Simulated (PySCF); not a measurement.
# CH3FSi: the cost of one run

Programs: PySCF 2.14.0, with routines of our own; each step states its level. All values are computed. Atoms count from 0.

## (1) The system as given

6 atoms, charge 0, multiplicity 3; geometry from: GFN2-xTB.

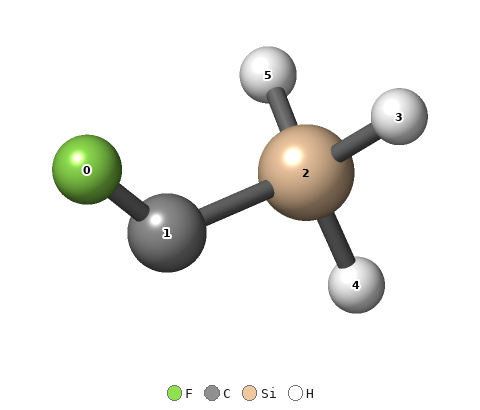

The starting geometry (fluorine green, carbon grey, silicon light orange, hydrogen white).

## (2) Open-shell or spin-flip excitations: unrestricted TDDFT PBE0/def2-SVPD

The job: settings as JSON, then the geometry in Å.

```
{"job": {"kind": "uabs", "xc": "PBE0", "basis": "def2-SVPD", "nstates": 10, "tda": false}, "charge": 0, "multiplicity": 3}
F      2.307435    -0.095333     0.130637
C      1.203805     0.532823    -0.220843
Si    -0.544972    -0.016038    -0.016252
H     -0.864347    -0.218600     1.403788
H     -1.317121     1.077667    -0.589410
H     -0.781677    -1.278528    -0.729495
```

Level: unrestricted TDDFT PBE0/def2-SVPD, vertical, gas phase, core orbitals frozen in the response.

Started as:

```
$ OMP_NUM_THREADS=1 python excited_run.py task.json out
```

This one command runs all jobs of the session in turn.

Q: Estimate the wall time and peak memory of this first job on 1 thread of AMD EPYC 7B13, shared host.

About 6.6 s, with a peak of 0.37 GiB.
